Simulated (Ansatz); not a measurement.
```xyz
26

C    -1.6695    0.9010    3.7644
C    -1.0004   -0.1010    2.8573
O    -0.2929    0.6101    1.8504
Sn    0.7089   -0.3667    0.5130
Cl    2.1910   -1.8505    1.4710
O     1.6206    0.9851   -0.5298
C     2.5323    0.5916   -1.5470
C     3.0994    1.8360   -2.1828
O    -0.4582   -1.4580   -0.5975
C    -1.4982   -0.8244   -1.3294
C    -2.2508   -1.8809   -2.0995
H    -0.9256    1.5500    4.2302
H    -2.3646    1.5251    3.1993
H    -2.2254    0.3869    4.5526
H    -0.3145   -0.7335    3.4361
H    -1.7527   -0.7623    2.4060
H     2.0243   -0.0209   -2.3043
H     3.3419   -0.0173   -1.1236
H     3.6213    2.4406   -1.4387
H     2.3021    2.4407   -2.6193
H     3.8063    1.5696   -2.9728
H    -2.1819   -0.2947   -0.6519
H    -1.0855   -0.0774   -2.0215
H    -2.6794   -2.6177   -1.4174
H    -3.0610   -1.4272   -2.6761
H    -1.5819   -2.4002   -2.7886
```

Geometry: PBE0-D4/def2-TZVP; core potentials replace the inner electrons of Sn.

The calculation used RKS PBE0-D4/def2-TZVPP in Ansatz.

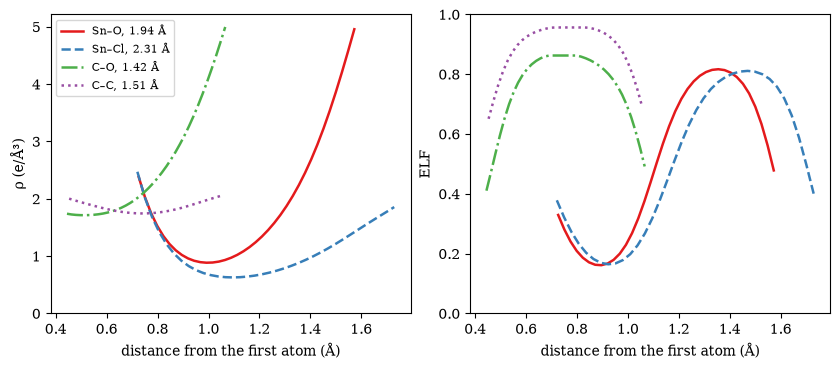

C6H15ClO3Sn. Electron density and ELF along straight lines between neighbouring atoms. The curves leave out the atomic cores.

What can be read from the curves?

Answer. Sn–O (1.94 Å): ρ at the midpoint is about 0.9 e/Å³; the ELF peaks at about 0.80 in the valence shell of O, 0.6 Å from its nucleus, and drops to about 0.15 between the two atoms.
Sn–Cl (2.31 Å): ρ is about 0.64 e/Å³ halfway; the ELF peaks at about 0.80 in the valence shell of Cl, 0.8 Å from its nucleus, and drops to about 0.15 between the two atoms.
C–O (1.42 Å): ρ is about 2 e/Å³ halfway, with its minimum of 1.7 e/Å³ about 0.5 Å from C; the ELF peaks at about 0.85 between the atoms (a shared but strongly polarised pair).
C–C (1.51 Å): the density is about 1.7 e/Å³ at the midpoint; the ELF peaks at about 0.95 between the atoms (a covalent bond).
